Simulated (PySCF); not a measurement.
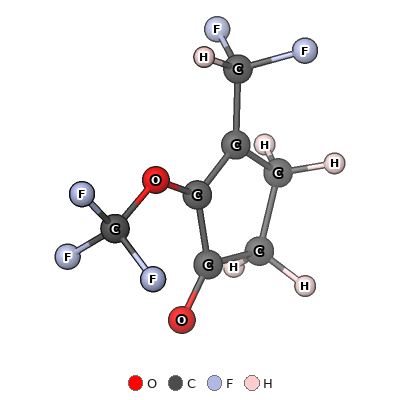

Structure of C₇H₅F₅O₂, SMILES O=C1CCC(C(F)F)=C1OC(F)(F)F.

Simulated rotational absorption lines between 6 and 18 GHz at 5 K: rigid rotor with the equilibrium constants and dipole of one optimised conformer (PBE0-D3(BJ)/def2-SVP, PySCF 2.14.0), commonest isotopes; no centrifugal distortion, hyperfine structure, internal rotation or nuclear-spin weights; lines within 1 MHz of each other are summed. Lines of different type are drawn apart.

> What are the rotational constants, and what kind of rotor is it?

Rotational constants A, B, C = 1.018, 0.4777, 0.3690 GHz; Ray's κ = −0.66, an asymmetric top on the prolate side.

> Which dipole components drive the lines?

|μa|, |μb|, |μc| = 2.17, 0.86, 0.01 D; a-type lines carry 89 % of the intensity in this range.

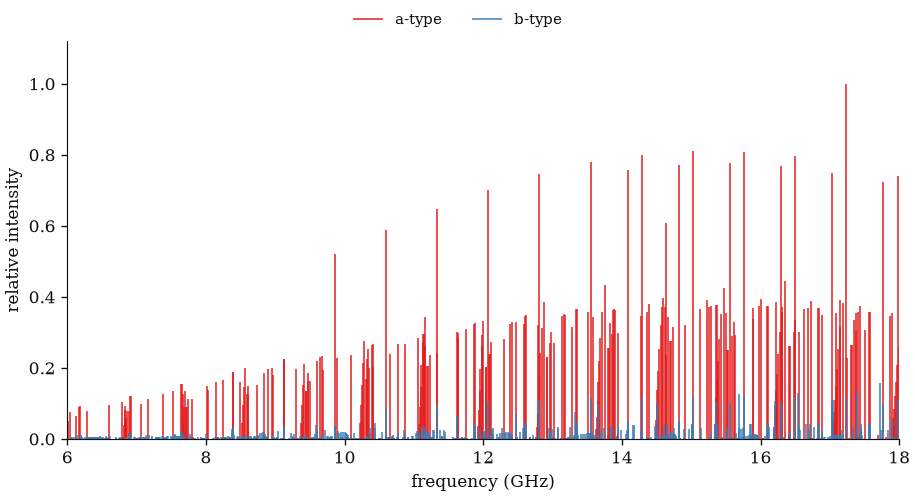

Caveats: coarse grid, loose stop and no frequency check, small forces are noise and the end may be a saddle.
